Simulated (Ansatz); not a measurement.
## Response to strain in hypothetical fluorite ZnBr2

Take ZnBr2 in the fluorite structure (space group Fm-3m, No. 225; a hypothetical phase, not in the database extracts checked; relaxed with 0.1 eV smearing) as the base.

Space group Fm-3m (No. 225); a = b = c = 6.7616 Å, α = β = γ = 90.00°

```
atom  site  symmetry       x       y       z
----  ----  --------  ------  ------  ------
Zn      4a      m-3m  0.0000  0.0000  0.0000
Br      8c      -43m  0.2500  0.2500  0.2500
```
(The calculation used a cell of 3 atoms; values per cell refer to that cell.)

Strains are applied to the cell and any free atomic positions relax.

Method: PBE (Ansatz, a first-principles code), no spin-orbit coupling.

Notes on the quantities. energy relative to the base: free energy F.

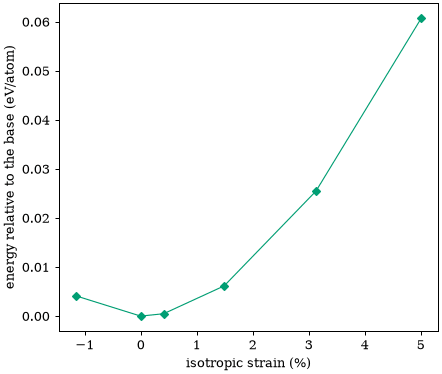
Figure: Energy relative to the base against isotropic strain

### Question
From the plot, what is the energy relative to the base for isotropic strain −1.16 %?

### Answer
About 0.004 eV/atom.

### Question
Is the trend monotonic over the range shown?

### Answer
No, it turns within the range, spanning 0 meV/atom to +61 meV/atom.

Whether these cells are dynamically stable was not tested. All final runs are without spin polarisation.
